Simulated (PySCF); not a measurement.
```
atom    x (Å)    y (Å)    z (Å)
   C   2.9558   0.6479   0.3265
   C   1.7768   0.0357   0.2652
   C   1.0596  -0.1596  -0.9740
   N  -0.0812  -0.7020  -1.0844
   N  -0.8444  -1.3706  -0.3496
   C  -1.9219  -1.0706   0.2513
   C  -2.4148   0.3415   0.4236
   F  -3.5981   0.3817   1.0466
   F  -1.5643   1.0954   1.1563
   F  -2.5619   0.9943  -0.7446
   H   3.4387   1.0288  -0.5582
   H   3.4741   0.7902   1.2584
   H   1.2962  -0.3413   1.1589
   H   1.5035   0.1937  -1.8950
   H  -2.5225  -1.8570   0.6746
```

Geometry: GFN2-xTB.

These are results of wB97X-D/def2-SVPD, SCF density, gas phase in PySCF, not measurements.

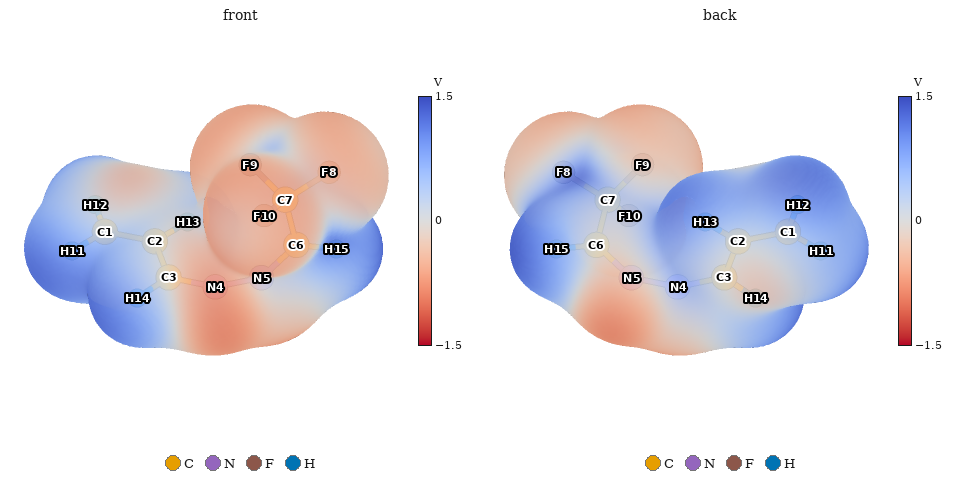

C5H5F3N2. The molecular electrostatic potential painted on the density surface at 0.002 e/bohr³, seen from the front and from behind; red is negative and blue positive.

> Where is the surface potential most negative and most positive?

The most negative region (about −0.8 V) lies over N4 and N5, the most positive (about +1.3 V) over H15.
